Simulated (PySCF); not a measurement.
**C$_{2}$H$_{7}$ClSi: density, localisation and related maps**

```json
{"atom": "Si", "x (Å)": "-1.2158", "y (Å)": "0.3556", "z (Å)": "0.0173"}
{"atom": "C", "x (Å)": "0.6486", "y (Å)": "0.6800", "z (Å)": "-0.0029"}
{"atom": "C", "x (Å)": "1.4815", "y (Å)": "-0.5750", "z (Å)": "0.1201"}
{"atom": "Cl", "x (Å)": "3.2419", "y (Å)": "-0.2210", "z (Å)": "0.0935"}
{"atom": "H", "x (Å)": "-1.5985", "y (Å)": "-0.5460", "z (Å)": "-1.1130"}
{"atom": "H", "x (Å)": "-1.6162", "y (Å)": "-0.3007", "z (Å)": "1.3002"}
{"atom": "H", "x (Å)": "-1.9516", "y (Å)": "1.6478", "z (Å)": "-0.1199"}
{"atom": "H", "x (Å)": "0.8982", "y (Å)": "1.2068", "z (Å)": "-0.9390"}
{"atom": "H", "x (Å)": "0.8894", "y (Å)": "1.3739", "z (Å)": "0.8196"}
{"atom": "H", "x (Å)": "1.2948", "y (Å)": "-1.2733", "z (Å)": "-0.7080"}
{"atom": "H", "x (Å)": "1.2879", "y (Å)": "-1.1047", "z (Å)": "1.0636"}
```

Geometry: PBE0-D3(BJ)/def2-SVP.

These are results of PySCF 2.14.0, PBE0/pcSseg-1, SCF density, gas phase, non-relativistic, not measurements.

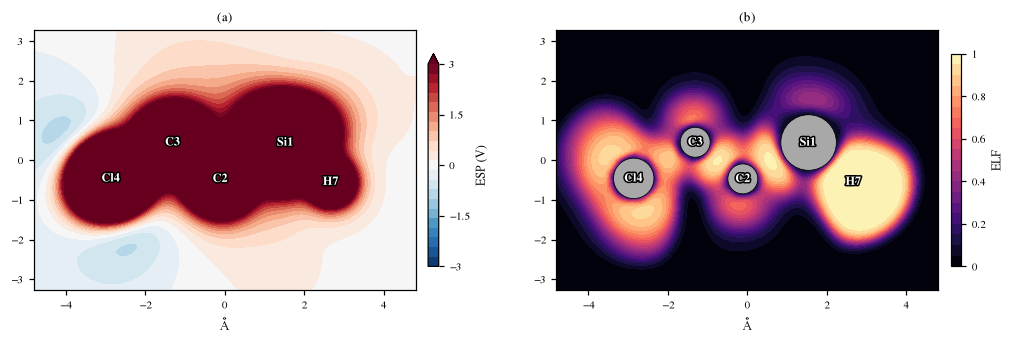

Figure 1. (a) electrostatic potential; (b) electron localisation function on the plane of atoms Si1, C2 and C3. Grey discs cover the atomic cores in the ELF map.

**What do the fields say about this system?**

- The plane passes through Si, C, Cl and H nuclei.
- C–C (1.51 Å): the ELF peaks at about 0.95 between the atoms, as expected for a covalent bond.
- C–Cl (1.80 Å): the ELF peaks at about 0.90 between the atoms: localised, covalent bonding.
- C–Si (1.89 Å): the ELF peaks at about 0.95 between the atoms, as expected for a covalent bond.
- Si–H (1.49 Å): the ELF climbs to about 1 towards the hydrogen, as it does in any bond to H.
- The ELF also peaks beside Cl4, away from the bonds: lone-pair regions.
- Outside the dense part of the molecule the potential is most negative (−0.8 V) near Cl4.

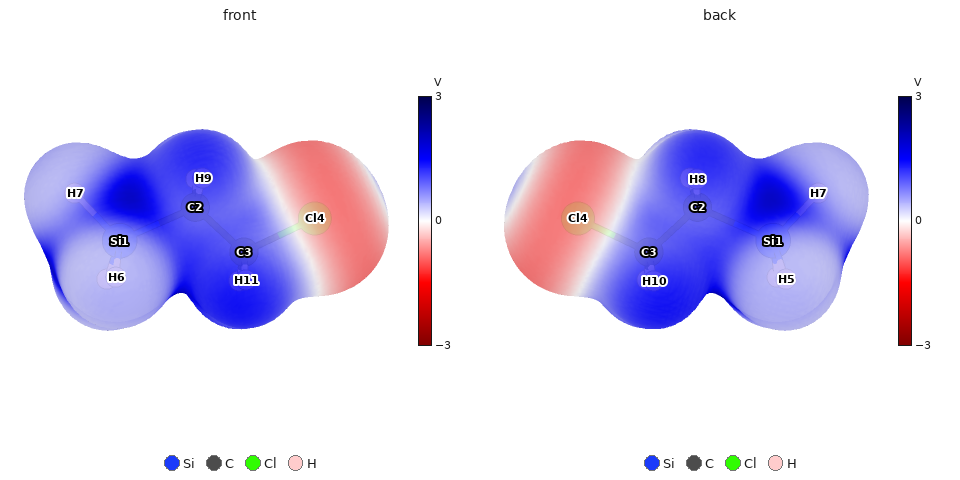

Figure 2. The molecular electrostatic potential painted on the density surface at 0.004 e/bohr³, seen from the front and from behind; red is negative and blue positive.

**Where is the surface potential most negative and most positive?**

The most negative region (about −0.8 V, or −18 kcal/mol for a unit charge) lies over Cl4, the most positive (about +2.0 V, or +46 kcal/mol for a unit charge) over Si1. Cl4 shows a σ-hole: about +0.4 V, or +9 kcal/mol for a unit charge at the tip opposite its bond, against about −0.7 V, or −16 kcal/mol for a unit charge on its flanks.

**What dipole moment does the calculation give?**

Its dipole moment is 1.68 D.
